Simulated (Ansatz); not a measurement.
Breaking the C2–H3 bond in CH4MgO (SMILES [CH3][Mg][OH]) (multiplicity 1 held, fragments rigid). Energies count from the point at 1.093 Å.
Geometry at that point (charge 0, multiplicity 1):
```
atom    x (Å)    y (Å)    z (Å)
----  -------  -------  -------
Mg     0.0124  -0.0817   0.0586
C     -0.2428   1.5945  -1.1443
H     -1.0267   2.2490  -0.7549
H     -0.5240   1.3151  -2.1628
H      0.6757   2.1836  -1.2072
O      0.2295  -1.5076   1.0820
H      0.3461  -2.2730   1.6312
```

Restricted levels (R-, RO-) in cc, def2 and unpolarised 6-31G sets keep to the state of the molecule at rest. U- levels take the lowest unrestricted solution at each point, which mixes spins at long bonds. Active spaces are followed from a long bond inwards. Levels need not reach the same state.

Correlated levels freeze the cores.

Codes used: Ansatz (Gaussian basis) for Hartree–Fock, density functionals and correlated methods. 

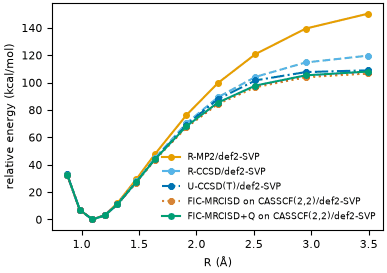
Figure. Relative energy along the coordinate

Doubts at one or more of the structures used: a restricted determinant that unrestricted orbitals would lower (R-MP2/def2-SVP, R-CCSD/def2-SVP); other coupled-cluster roots lie near (R-CCSD/def2-SVP); T1 above 0.05 (R-CCSD/def2-SVP, U-CCSD(T)/def2-SVP); a spin-contaminated determinant (U-CCSD(T)/def2-SVP).

Ansatz is an electronic-structure program.
